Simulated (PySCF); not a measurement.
# CH₂Br, doublet, SMILES `[CH2]Br`: electronic structure

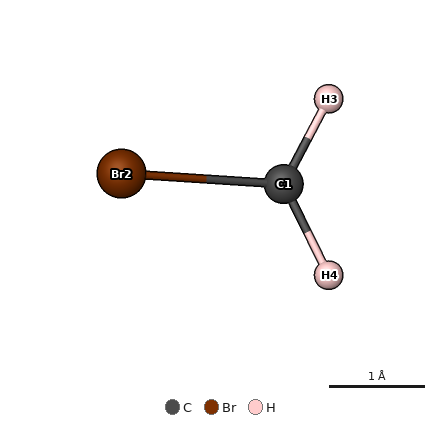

The molecule, with its atoms numbered as below. No frequency check shows the geometry to be a minimum.

Cartesian coordinates (Å):

```
C1       1.4693    0.0000    0.0000
Br2     -0.3649    0.0000    0.0000
H3       1.9771    0.9413    0.0000
H4       1.9771   -0.9413    0.0000
```

### 1. Bonding charge

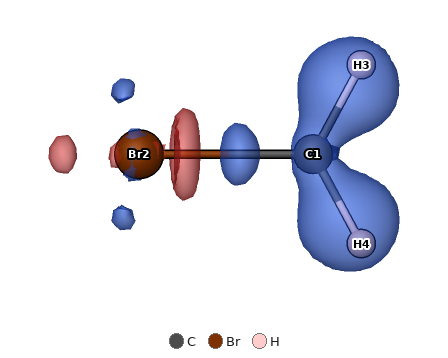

Deformation density (molecule less spherical, spin-averaged free atoms at the same positions), surfaces at ±0.1 e/Å³; blue: gain, red: loss.

Computed with PySCF, r2SCAN/def2-TZVP, geometry: GFN2-xTB. The stability of the open-shell solution wasn't checked. GFN2-xTB doesn't know the spin state, so this open-shell geometry is rough.

Q: Describe the bonding that the map shows.

A: C1–H3 and C1–H4: +0.77 e/Å³ at the bond critical point (bond length 1.07 Å, Mayer order 0.9). C1–Br2: +0.20 e/Å³ at the bond critical point (bond length 1.83 Å, Mayer order 1.3). In all, 0.8 electrons gather in the regions of gain relative to the promolecule.

Q: Where do the Hirshfeld charges lie?

A: The highest Hirshfeld charge is on H3 and H4 (+0.05 e), the lowest on C1 (−0.09 e).

### 2. Bond critical points

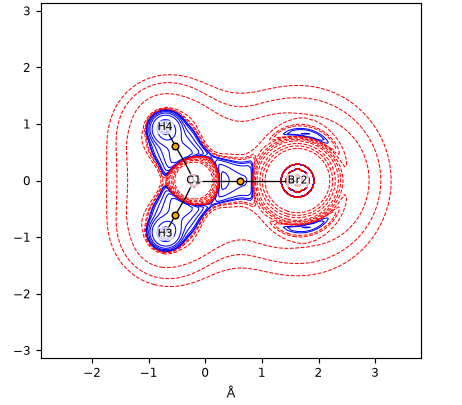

Negative Laplacian of the density (−∇²ρ) in the molecular plane (solid blue lines positive, dashed red lines negative, contours at ±0.02 to ±8 a.u.), with bond paths and bond critical points (dots).

Q: At which bond critical points in this plane is charge locally concentrated, and at which depleted?

A: Concentrated (∇²ρ < 0): C1–H3 and C1–H4 (−1.06 a.u.); C1–Br2 (−0.23 a.u.). At none is it depleted.

Q: Where along C1–H3 does the critical point lie?

A: 0.70 Å from C1 and 0.37 Å from H3.

### 3. Local ionisation energy

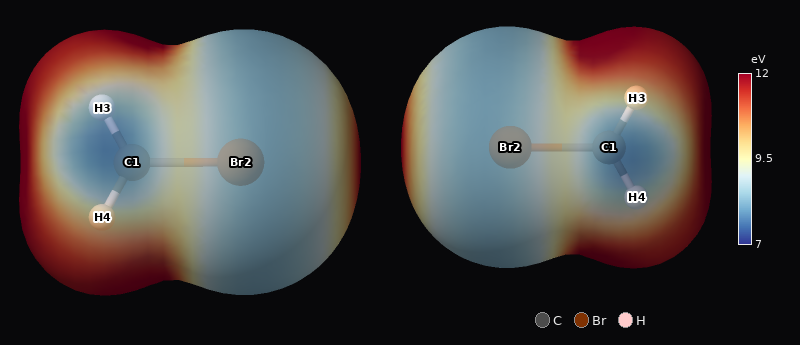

Average local ionisation energy on the surface of electron density 0.001 a.u. (back view left, front view right).

Q: Where are the most loosely bound electrons on this surface?

A: The lowest value is 7.7 eV, off the molecular plane, over C1 (2.0 Å), and at like points elsewhere. Further minima include 8.2 eV, 2.3 Å from Br2, and at like points elsewhere. For comparison, the highest occupied orbital lies at −5.4 eV.

Q: What volume does the surface enclose, and what is the dipole moment?

A: About 67 Å³; the dipole moment is 1.0 D.

### 4. Spin density

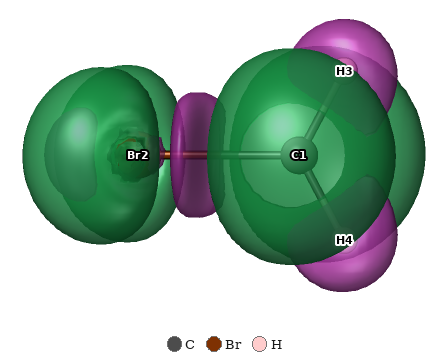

Spin density ρα − ρβ at ±0.01 e/Å³ (green: excess α, purple: excess β).

Q: How is the spin shared among the atoms?

A: Hirshfeld spin populations: C1 +0.72, Br2 +0.18 and H3 and H4 +0.05. ⟨S²⟩ = 0.76, against 0.75 for a pure state. The picture also shows regions of β spin from spin polarisation; the Hirshfeld sums, whose atoms overlap, net them against the α spin of neighbours.

### 5. In an electric field

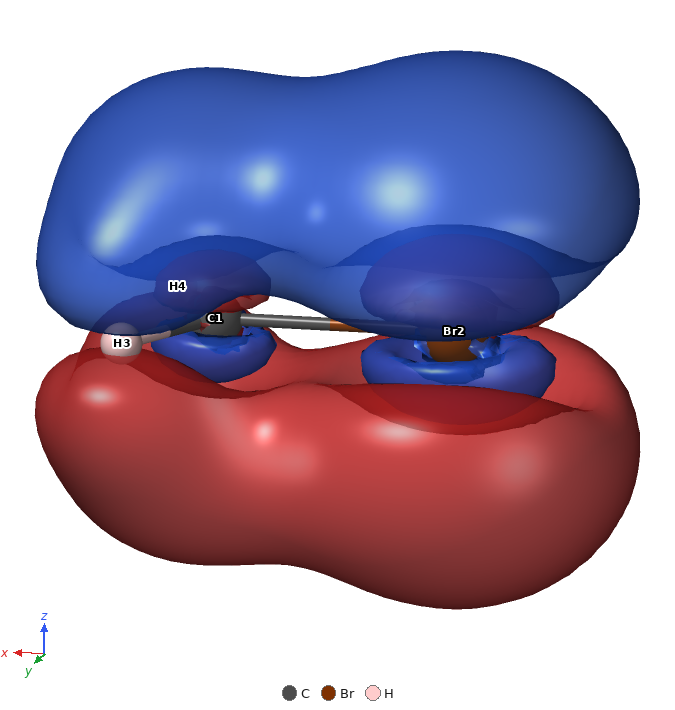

Change of the electron density in a uniform field of 0.21 V/Å, surfaces at ±0.0006 e/Å³ (blue: gain, red: loss).

Method: B3LYP/aug-cc-pVDZ; geometry: GFN2-xTB; program: PySCF. The stability of the open-shell solution wasn't checked. GFN2-xTB doesn't know the spin state, so this open-shell geometry is rough.

The field was applied in both directions; the picture shows the one opposite to the script's first.

Q: Along which Cartesian direction does the field point?

A: Along −z: electrons gather on the +z side, against the field.

Q: How large is the response?

A: The induced dipole is 0.29 D (along the field); α along this axis, from the fields in both directions, is 29 bohr³ (4.2 Å³).

### 6. Removing or adding an electron

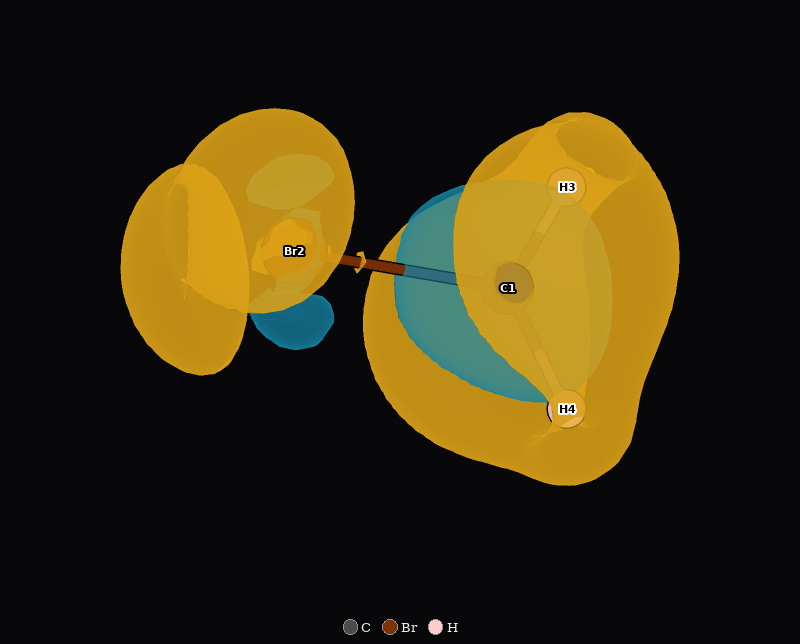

Fukui function f⁺ = ρ(N+1) − ρ(N) at fixed geometry, surfaces at ±0.03 e/Å³ (yellow positive, teal negative).

Level of theory: PBE/cc-pVDZ (PySCF), at a geometry from GFN2-xTB. GFN2-xTB doesn't know the spin state, so this open-shell geometry is rough.

Q: Which atoms respond most to the addition of an electron?

A: f⁺ (Hirshfeld-condensed) is largest on C1 (0.40) and Br2 (0.35); the vertical electron affinity is −0.71 eV (to the singlet anion, which needn't be its lowest state; negative, but this basis has no diffuse functions, so it doesn't show that the anion is unbound). Condensed values hint at sites of nucleophilic attack but needn't mark the atom that reacts. Shares this close don't rank the sites. Orbital relaxation makes it negative in places (0.15 e in all).

| atom | f⁺ | charge |
| --- | --- | --- |
| C1 | +0.40 | −0.09 |
| Br2 | +0.35 | +0.01 |
| H3 | +0.12 | +0.04 |
| H4 | +0.12 | +0.04 |
